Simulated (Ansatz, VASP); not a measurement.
# Cross-check of C (Diamond) between VASP and Ansatz

Wanted: the spread between two codes on one cell, functional and k mesh. The cell is taken from a series of runs on this material, whose earlier steps may have relaxed or scaled it; both programs get it as it stands.

Calculated with Ansatz 0.2.0; plane waves, with VASP 6.6.1 beside it; single point at r2SCAN and single point at LDA.

### Step 1. The structure

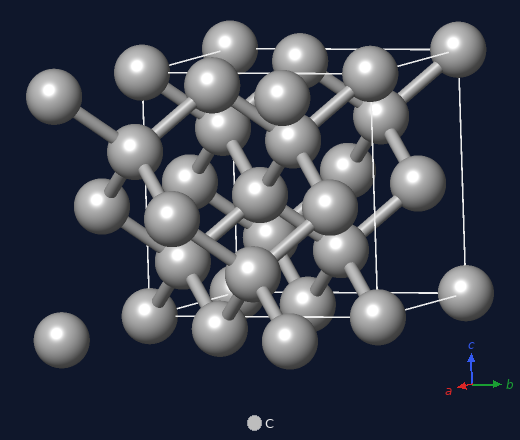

Start, viewed slightly off an axis; carbon light grey. 2×1×1 cells are drawn. This picture shows the conventional cell, with its axes. Bonds to atoms that aren't drawn are left out. Some periodic images of atoms are drawn too.

Structure file:

```xyz
2
Lattice="0.0000 1.8183 1.8183 1.8183 0.0000 1.8183 1.8183 1.8183 0.0000" Properties=species:S:1:pos:R:3 pbc="T T T"
C     2.7275    2.7275    2.7275
C     1.8183    1.8183    1.8183
```

### Step 2. VASP: single point, r2SCAN

A single point gives forces, pressure and levels at one fixed geometry, so differences don't come from the geometry; what else differs is listed under the comparison.

Lines of VASP's logs that name or quote its potential files are left out, and so is its time.

INCAR

```
SYSTEM = C
PREC = Accurate
ENCUT = 1190
EDIFF = 1E-06
NELM = 100
ISMEAR = 0
SIGMA = 0.05
LREAL = .FALSE.
ALGO = Normal
METAGGA = R2SCAN
LASPH = .TRUE.
NBANDS = 10
LORBIT = 11
LWAVE = .FALSE.
LCHARG = .FALSE.
KPAR = 2
ISIF = 2
```

POSCAR

```
C
1.0
    0.0000000000      1.8183469191      1.8183469191
    1.8183469191      0.0000000000      1.8183469191
    1.8183469191      1.8183469191      0.0000000000
C
2
Direct
    0.7500000000      0.7500000000      0.7500000000
    0.5000000000      0.5000000000      0.5000000000
```

KPOINTS

```
Automatic mesh
0
Gamma
8 8 8
0 0 0
```

PAW data sets: C_h (PBE family, release 64).

Launch:

```bash
$ mpirun -np 2 vasp_std
```

Numbers of over 12 decimals in the logs are rounded to 6 here.

What it wrote:

```text
[banner, memory and clock lines left out]
running    2 mpi-ranks, on    1 nodes
 distrk:  each k-point on    1 cores,    2 groups
 distr:  one band on    1 cores,    1 groups

 POSCAR found type information on POSCAR C
 POSCAR found :  1 types and       2 ions
|                                                                             |
|               ----> ADVICE to this user running VASP <----                  |
|                                                                             |
|     You enforced a specific xc type in the INCAR file but a different       |
|     [... a line on the potential file left out ...]
|     I HOPE YOU KNOW WHAT YOU ARE DOING!                                     |
|                                                                             |

 LDA part: xc-table for (None), standard interpolation
 POSCAR, INCAR and KPOINTS ok, starting setup
 FFT: planning ... GRIDC
 FFT: planning ... GRID_SOFT
 FFT: planning ... GRID
 WAVECAR not read
 entering main loop
       N       E                     dE             d eps       ncg     rms          rms(c)
DAV:   1     0.152808850005E+02    0.15281E+02   -0.78468E+03   580   0.153E+03
DAV:   2    -0.208046907061E+02   -0.36086E+02   -0.33985E+02   910   0.189E+02
DAV:   3    -0.219984967053E+02   -0.11938E+01   -0.11889E+01   688   0.307E+01
DAV:   4    -0.220025202778E+02   -0.40236E-02   -0.40231E-02   684   0.193E+00
DAV:   5    -0.220025256106E+02   -0.53328E-05   -0.53327E-05   660   0.713E-02    0.433E+00
DAV:   6    -0.197177909632E+02    0.22847E+01   -0.26466E-01   670   0.497E+00    0.254E+00
DAV:   7    -0.196544780423E+02    0.63313E-01   -0.20028E-01   676   0.360E+00    0.308E-01
DAV:   8    -0.196553967634E+02   -0.91872E-03   -0.28545E-03   650   0.633E-01    0.106E-01
DAV:   9    -0.196555296956E+02   -0.13293E-03   -0.12137E-04   672   0.167E-01    0.119E-02
DAV:  10    -0.196555334166E+02   -0.37210E-05   -0.16798E-06   700   0.157E-02    0.481E-03
DAV:  11    -0.196555353551E+02   -0.19385E-05   -0.40889E-07   338   0.668E-03    0.285E-04
DAV:  12    -0.196555352519E+02    0.10323E-06   -0.13402E-08   304   0.141E-03
   1 F= -.19655535E+02 E0= -.19655535E+02  d E =-.247917E-19
```

From OUTCAR (step 2):

```text
ion  position               nearest neighbor table
   1  0.750  0.750  0.750-
   2  0.500  0.500  0.500-

  LATTYP: Found a face centered cubic cell.
 ALAT       =     3.6366938382

 Subroutine GETGRP returns: Found 48 space group operations
 (whereof 24 operations were pure point group operations)

The static configuration has the point symmetry T_d .
 The point group associated with its full space group is O_h .

 Found     29 irreducible k-points:

   k-points           NKPTS =     29   k-points in BZ     NKDIM =     29   number of bands    NBANDS=     10

   dimension x,y,z NGX =    30 NGY =   30 NGZ =   30
   dimension x,y,z NGXF=    60 NGYF=   60 NGZF=   60

   ENCUT  = 1190.0 eV  87.46 Ry    9.35 a.u.   7.23  7.23  7.23*2*pi/ulx,y,z

   NELECT =       8.0000    total number of electrons

 k-points in reciprocal lattice and weights: Automatic mesh
   0.00000000  0.00000000  0.00000000       0.002
   0.12500000  0.00000000  0.00000000       0.016
   0.25000000  0.00000000  0.00000000       0.016
   0.37500000  0.00000000  0.00000000       0.016
   0.50000000  0.00000000  0.00000000       0.008
   0.12500000  0.12500000  0.00000000       0.012
   0.25000000  0.12500000  0.00000000       0.047
   0.37500000  0.12500000  0.00000000       0.047
   0.50000000  0.12500000  0.00000000       0.047
[...]
-0.37500000  0.50000000  0.12500000       0.023
  -0.25000000  0.50000000  0.25000000       0.012

 average (electrostatic) potential at core
       1 -73.3169       2 -73.3169

 E-fermi :  10.3153

 k-point     1 :       0.0000    0.0000    0.0000
  band No.  band energies     occupation
      1     -11.8699      2.00000
      2      10.0135      2.00000
      3      10.0135      2.00000
      4      10.0135      2.00000
      5      15.7276      0.00000
      6      15.7276      0.00000
      7      15.7276      0.00000
      8      22.4898      0.00000
      9      29.6264      0.00000
    ...

 k-point     2 :       0.1250    0.0000    0.0000
  band No.  band energies     occupation
      1     -11.4365      2.00000
      2       7.5450      2.00000
      3       9.3625      2.00000
      4       9.3625      2.00000
      5      16.5874      0.00000
      6      16.5874      0.00000
      7      16.9403      0.00000
      8      23.0448      0.00000
      9      30.3170      0.00000
    ...

 k-point     3 :       0.2500    0.0000    0.0000
  band No.  band energies     occupation
      1     -10.1529      2.00000
      2       3.3009      2.00000
      3       8.2645      2.00000
      4       8.2645      2.00000
      5      17.9494      0.00000
      6      17.9494      0.00000
      7      17.9516      0.00000
      8      24.4780      0.00000
      9      31.1157      0.00000
    ...

  Total       -1.9570951     -1.9570951     -1.9570951     -0.0000000      0.0000000     -0.0000000
  in kB     -260.7727971   -260.7727971   -260.7727971     -0.0000000      0.0000000     -0.0000000
  external PRESSURE =    -260.7727971 kB  Pullay stress =       0.0000000 kB

  energy-cutoff  :     1190.00
  volume of cell :       12.02
      direct lattice vectors                 reciprocal lattice vectors
     0.000000000  1.818346919  1.818346919    -0.274975031  0.274975031  0.274975031
     1.818346919  0.000000000  1.818346919     0.274975031 -0.274975031  0.274975031
     1.818346919  1.818346919  0.000000000     0.274975031  0.274975031 -0.274975031

 POSITION                                       TOTAL-FORCE (eV/Angst)
 -----------------------------------------------------------------------------------
      2.72752      2.72752      2.72752         0.000000     -0.000000     -0.000000
      1.81835      1.81835      1.81835        -0.000000      0.000000      0.000000
 -----------------------------------------------------------------------------------
    total drift:                                0.000000     -0.000000     -0.000000

  FREE ENERGIE OF THE ION-ELECTRON SYSTEM (eV)
  ---------------------------------------------------
  free  energy   TOTEN  =       -19.6555352519 eV

  energy  without entropy=      -19.6555352519  energy(sigma->0) =      -19.65553525

 total charge
# of ion       s       p       d       tot
------------------------------------------
    1        0.453   0.974   0.000   1.427
    2        0.453   0.974   0.000   1.427
--------------------------------------------------
tot          0.905   1.948   0.000   2.853

[... 3 further parts left out ...]
```

The run ends at a pressure of -26.08 GPa.

### Step 3. Ansatz: single point, r2SCAN

Ansatz runs on its default PAW (the set named soft_2) files.

The same cell, functional, mesh and smearing now go to Ansatz, which takes its cutoff from its data sets.

input.yaml

```yaml
crystal:
  lattice:
    - [0.0, 1.8183469191, 1.8183469191]
    - [1.8183469191, 0.0, 1.8183469191]
    - [1.8183469191, 1.8183469191, 0.0]
  atoms:
    - { symbol: C, position: [0.75, 0.75, 0.75] }
    - { symbol: C, position: [0.5, 0.5, 0.5] }
hamiltonian:
  xc: r2scan
  pseudopotentials: { kind: paw }
kpoints:
  mp_grid: { grid: [8, 8, 8] }
scf:
  occupations: { method: gaussian, width: 0.05 }
  n_extra_bands: 4
output:
  forces: true
  stress: true
  eigenvalues: true
  write_density: true
  write_potential: true
  elf: true
  volumetric_format: npy
```

Launch:

```bash
$ ansatz run input.yaml --threads 2 --pin off --max-ram 4608MiB --backend cpu --events-out ev --progress --plain --runs-dir out
```

What it wrote:

```text
scf.n_extra_bands = 4 over 4 filled bands (N_el = 8.0): the run solves 8 bands
Engine: ansatz 0.2.0, x86_64-unknown-linux-gnu
Pseudopotentials: kind: paw
Pseudopotential: C, paw, valence charge 4, recommended cutoff 500 eV (meta_gga), C.paw.azcp
Functional definition: r2SCAN
  parameter k0 = 0.174
  parameter k1 = 0.065
  parameter a1 = 4.9479
  exchange = r2scan_x(k0 = k0, k1 = k1, a1 = a1)
  correlation = r2scan_c
Crystal: 2 atoms, lattice volume = 12.024 Å³
Basis set: ecut = 500 eV, 307 PW (Γ), exchange–correlation on 80×80×80 points (64 copies of the dense FFT grid, shifted against one another)
Bands: 8, of which v1, the nominal top of the filled ones, is band 4 counted from 1 (3 counted from 0)
Symmetry: 48 space group operations
Space group: Fd-3m (ITA 227), of the structure as read, at distance tolerance 2.3e-5 Å
k-points: 29 of 512
Non-local potential: C, projectors of the file, l = 0: 2, l = 1: 2, l = 2: 1
PAW form: soft (Blöchl's): semilocal exchange-correlation on the pseudo side does not see the compensation charge
PAW frozen core: C, regenerated for the run's functional (the file was generated under x = pbe(κ = 0.804, μ = 0.219515), c = pbe(β = 0.066725))
PAW one-centre angular grid: C, 302 points (default); XC on 239 of its mesh's 2573 points in the sphere
Initial density: superposition of atomic densities (neutral atoms: chi_scale 0, normalization atom), corrected by the library's trained network
Initial wavefunctions: pseudopotential atomic-orbital guess
Functional: x = r2scan, c = r2scan; τ floored in thin density (d = 2e-4 eV/Å³)
SCF iter   1: F=—  HF=-502.998715 eV  |F-HF|=—  |Δ(HF+E_count)|=         —  Δρ=9.09e-3  dr2=2.70e-3  dr2_τ=3.21e-1  ethr=1.77e-3  ⟨swp⟩=5.0  Hψ=1538  notcnv=0
preconditioner: auto → none  [insulator: Δε(μ)=4.172 eV  Ē_g=19.916 eV  σ=0.050 eV  W_gap=1.00  n_scr=0 (ndim 8)  ℏωp=30.3 eV  f_vac=0.000  D(μ)=0.00/eV (n_scr^D=0)  ε∞_Penn≈3.3]
SCF iter   2: F=—  HF=-503.048496 eV  |F-HF|=—  |Δ(HF+E_count)|=   4.98e-2  Δρ=5.56e-3  dr2=1.05e-3  dr2_τ=5.42e-5  ethr=3.37e-5  ⟨swp⟩=2.0  Hψ=696  notcnv=0
SCF iter   3: F=—  HF=-503.048513 eV  |F-HF|=—  |Δ(HF+E_count)|=   1.69e-5  Δρ=1.70e-3  dr2=1.05e-4  dr2_τ=1.32e-5  ethr=1.31e-5  ⟨swp⟩=1.6  Hψ=287  notcnv=0
SCF iter   4: F=—  HF=-503.048541 eV  |F-HF|=—  |Δ(HF+E_count)|=   2.80e-5  Δρ=4.33e-4  dr2=6.85e-6  dr2_τ=4.28e-7  ethr=1.32e-6  ⟨swp⟩=1.4  Hψ=263  notcnv=0
SCF iter   5: F=—  HF=-503.048542 eV  |F-HF|=—  |Δ(HF+E_count)|=   1.93e-6  Δρ=1.13e-4  dr2=4.71e-7  dr2_τ=5.31e-8  ethr=8.56e-8  ⟨swp⟩=1.1  Hψ=242  notcnv=0
SCF iter   6: F=-503.048543 eV  HF=-503.048543 eV  |F-HF|=2.15e-9  |Δ(HF+E_count)|=   2.72e-7  Δρ=7.99e-6  dr2=2.19e-9  dr2_τ=3.42e-10  ethr=1.25e-9  ⟨swp⟩=8.9  Hψ=1582  notcnv=0
SCF 1 converged in 6 iterations: F = -503.048543 eV  dr2 = 2.19e-9
  greatest PAW one-centre occupation: 0.649 electrons in one spin orbital (limit 2), on the C atom at site 1 (counted from 0), in its partial waves of l = 0
SCF converged after 6 iterations
Free energy (F): -503.048543 eV
Harris-Foulkes:  -503.048543 eV  (|F-HF|=2.15e-9)
Internal energy: -503.048543 eV  (E = F + TS)
E sigma→0 (E₀):  -503.048543 eV
Fermi energy:    14.369178 eV
--- Per-component energies (eV) ---
  E_band       = 24.913483
  E_kinetic    = 180.134005
  E_local      = -125.288570  (includes V_loc(G=0)·N_el)
  E_nonlocal   = 51.841440
  E_hartree    = 27.470565
  E_xc         = -94.794534
  E_vxc        = -130.931451  (∫ρ·V_xc dr)
  E_paw        = -201.093778  (= ΣΔE_a)
  E_vpaw       = -12.703897  (= ΣTr[D̂ρ^β])
  E_aug_tail   = 0.000009  (compensation charges beyond the density's cutoff)
  E_vtau       = 6.920852  (kinetic-family band-sum trace: ∫τ·v_τ [+ j·A + Jᵃ·Aᵃ] dr)
  E_ewald      = -341.268132
  E_core_change = -0.049547  (= ΣΔE_core)
  E_smearing   = -0.000000  (= −TS)
  E_closure    = 0.000000  (closes the sum)
  Σ components = -503.048543   (vs F -503.048543, Δ=0.00e0)
--- Forces (eV/Å), atoms counted from 1 ---
  atom   1  C     -0.00000000     0.00000000    -0.00000000
  atom   2  C      0.00000000     0.00000000     0.00000000
  max |Σ_I F_I| component: 1.11e-16 eV/Å
--- Stress (GPa, compression-positive) ---
      -25.525175      -0.000000       0.000000
        0.000000     -25.525175       0.000000
       -0.000000       0.000000     -25.525175
  P = ⅓ Tr σ = -25.5252 GPa (-255.252 kbar)
--- Band table (eV; the first three rows and the last of 29) ---
  k-point 0: bands = ["-9.6258", "12.2595", "12.2595", "12.2595", "17.9745", "17.9745", "17.9745", "24.6703"]
  k-point 1: bands = ["-9.1926", "9.7903", "11.6083", "11.6083", "18.8334", "18.8334", "19.1822", "25.2323"]
  k-point 2: bands = ["-7.9091", "5.5450", "10.5092", "10.5092", "20.1812", "20.1951", "20.1951", "26.6844"]
  k-point 28: bands = ["-0.2149", "-0.2149", "4.0654", "4.0654", "23.2467", "23.2467", "24.4167", "24.4167"]
```

The run ends at a pressure of -25.53 GPa.

### Step 4. Side by side

Known differences besides the PAW data sets themselves: VASP keeps PBE cores, Ansatz makes them for the functional; the cutoff is 500 eV in Ansatz and 1190 eV in VASP. Total energies have different zeros and are not compared.

Compared:

```tsv
quantity	Ansatz	VASP	difference
pressure (GPa)	-25.53	-26.08	+0.55
gap on the k mesh (eV)	4.220	4.221	-0.001
```

Ansatz's pressure holds a Pulay correction of 0.06 GPa; VASP's holds none.

### Step 5. VASP: single point, LDA

With cell and atoms fixed, the geometry can't cause a difference; cores, projectors, grids and the points listed under the comparison can. The cell compared in this pair holds 10.44 Å³, against 12.02 Å³ for the pair before.

INCAR: that of step 2 with these lines changed.

```diff
@@ -9,4 +9,3 @@
 ALGO = Normal
-METAGGA = R2SCAN
-LASPH = .TRUE.
+GGA = CA
 NBANDS = 10
```

POSCAR

```
C
1.0
    0.0000000000      1.7344857350      1.7344857350
    1.7344857350      0.0000000000      1.7344857350
    1.7344857350      1.7344857350      0.0000000000
C
2
Direct
    0.7500000000      0.7500000000      0.7500000000
    0.5000000000      0.5000000000      0.5000000000
```

KPOINTS is that of step 2.

Potentials, in the order of the species: C_h (LDA family, release 64).

Launch:

```bash
$ mpirun -np 2 vasp_std
```

What it wrote:

```text
[banner, memory and clock lines left out]
running    2 mpi-ranks, on    1 nodes
[...]
LDA part: xc-table for (Slater(with rela. corr.)+CA(PZ))
 , standard interpolation
 POSCAR, INCAR and KPOINTS ok, starting setup
[...]
entering main loop
       N       E                     dE             d eps       ncg     rms          rms(c)
DAV:   1     0.166963375556E+02    0.16696E+02   -0.80723E+03   580   0.151E+03
DAV:   2    -0.201114756145E+02   -0.36808E+02   -0.35457E+02   840   0.208E+02
DAV:   3    -0.211634222068E+02   -0.10519E+01   -0.10494E+01   698   0.303E+01
DAV:   4    -0.211663649305E+02   -0.29427E-02   -0.29422E-02   682   0.168E+00
[...]
DAV:   9    -0.202134922382E+02    0.13976E-04   -0.44160E-05   656   0.592E-02    0.137E-02
DAV:  10    -0.202134933435E+02   -0.11054E-05   -0.30048E-06   642   0.178E-02    0.276E-03
DAV:  11    -0.202134932883E+02    0.55197E-07   -0.13376E-07   360   0.394E-03
   1 F= -.20213493E+02 E0= -.20213493E+02  d E =-.188858E-26
```

From OUTCAR (step 5):

```text
  Total        1.8800608      1.8800608      1.8800608     -0.0000000     -0.0000000      0.0000000
  in kB      288.6292079    288.6292079    288.6292079     -0.0000000     -0.0000000      0.0000000
  external PRESSURE =     288.6292079 kB  Pullay stress =       0.0000000 kB

 POSITION                                       TOTAL-FORCE (eV/Angst)
 -----------------------------------------------------------------------------------
      2.60173      2.60173      2.60173        -0.000000     -0.000000     -0.000000
      1.73449      1.73449      1.73449         0.000000      0.000000      0.000000
 -----------------------------------------------------------------------------------
    total drift:                                0.000000      0.000000     -0.000000

  FREE ENERGIE OF THE ION-ELECTRON SYSTEM (eV)
  ---------------------------------------------------
  free  energy   TOTEN  =       -20.2134932883 eV

  energy  without entropy=      -20.2134932883  energy(sigma->0) =      -20.21349329

[... 1 part as in an earlier step ...]

[... 2 further parts left out ...]
[key lines of the parts left out:]
E-fermi :  12.5880
```

The run ends at a pressure of 28.86 GPa.

### Step 6. Ansatz: single point, LDA

The same cell, functional (in two slightly different forms), mesh and smearing now go to Ansatz, which takes its cutoff from its data sets.

The cell is taken from a series of runs on this material, whose earlier steps may have relaxed or scaled it; both programs get it as it stands.

input.yaml, the sections that differ from step 3:

```yaml
crystal:
  lattice:
    - [0.0, 1.734485735, 1.734485735]
    - [1.734485735, 0.0, 1.734485735]
    - [1.734485735, 1.734485735, 0.0]
  atoms:
    - { symbol: C, position: [0.75, 0.75, 0.75] }
    - { symbol: C, position: [0.5, 0.5, 0.5] }
hamiltonian:
  xc: lda
  pseudopotentials: { kind: paw }
output:
  forces: true
  stress: true
  eigenvalues: true
# kpoints, scf: as in step 3
```

Launch:

```bash
$ ansatz run input.yaml --threads 2 --pin off --max-ram 4608MiB --backend cpu --events-out ev --progress --plain --runs-dir out
```

What it wrote:

```text
[...]
Crystal: 2 atoms, lattice volume = 10.436 Å³
Basis set: ecut = 420 eV, 181 PW (Γ)
Bands: 8, of which v1, the nominal top of the filled ones, is band 4 counted from 1 (3 counted from 0)
Symmetry: 48 space group operations
[...]
k-points: 29 of 512
[...]
SCF iter   1: F=—  HF=-485.937636 eV  |F-HF|=—  |Δ(HF+E_count)|=         —  Δρ=8.47e-3  dr2=3.36e-3  ethr=1.77e-3  ⟨swp⟩=4.6  Hψ=1497  notcnv=0
[...]
SCF iter   6: F=-485.936610 eV  HF=-485.936610 eV  |F-HF|=9.04e-12  |Δ(HF+E_count)|=  8.63e-11  Δρ=4.37e-7  dr2=1.61e-11  ethr=4.33e-12  ⟨swp⟩=1.1  Hψ=719  notcnv=0
SCF 1 converged in 6 iterations: F = -485.936610 eV  dr2 = 1.61e-11
[...]
SCF converged after 6 iterations
Free energy (F): -485.936610 eV
[...]
Internal energy: -485.936610 eV  (E = F + TS)
E sigma→0 (E₀):  -485.936610 eV
Fermi energy:    16.764427 eV
[...]
--- Stress (GPa, compression-positive) ---
       27.729266       0.000000       0.000000
        0.000000      27.729266      -0.000000
       -0.000000       0.000000      27.729266
  P = ⅓ Tr σ = 27.7293 GPa (277.293 kbar)
--- Band table (eV; the first three rows and the last of 29) ---
[...]
```

The run ends at a pressure of 27.73 GPa.

### Step 7. Side by side

What differs besides the data sets and the points named for the pairs above, as far as they apply: the two LDA forms differ slightly; the cutoff is 420 eV in Ansatz and 1190 eV in VASP; Ansatz makes its cores anew for this functional, VASP keeps those of its LDA data sets. Total energies have different zeros and are not compared.

The two programs side by side:

```tsv
quantity	Ansatz	VASP	difference
pressure (GPa)	27.73	28.86	-1.13
gap on the k mesh (eV)	4.309	4.305	+0.004
```

Ansatz's pressure holds a Pulay correction of 1.32 GPa; VASP's holds none.

### Step 8. What came out

* difference in gap on the k mesh (single point, r2SCAN): -0.0011 eV
* difference in pressure (single point, r2SCAN): 0.55 GPa
* difference in gap on the k mesh (single point, LDA): 0.0041 eV
* difference in pressure (single point, LDA): -1.1 GPa

In words: The difference in pressure is -1.1 GPa (single point, LDA), beyond the 1 GPa picked in this series as the mark of a large difference. How closely two codes agree says nothing of how well the functional describes the real material.

[Lines on the potential files, build, host, timing and source positions are cut from VASP's logs without a mark.]

[Logs are printed without paths, hosts, clocks, repeated set-up lines and the standing remarks that a program may print on its own settings, such as how far it seeks lower states.]

[Hosts, paths, dates, database ids (printed as entryN), source tags and the programs' standing remarks are cut or masked in the printed files.]
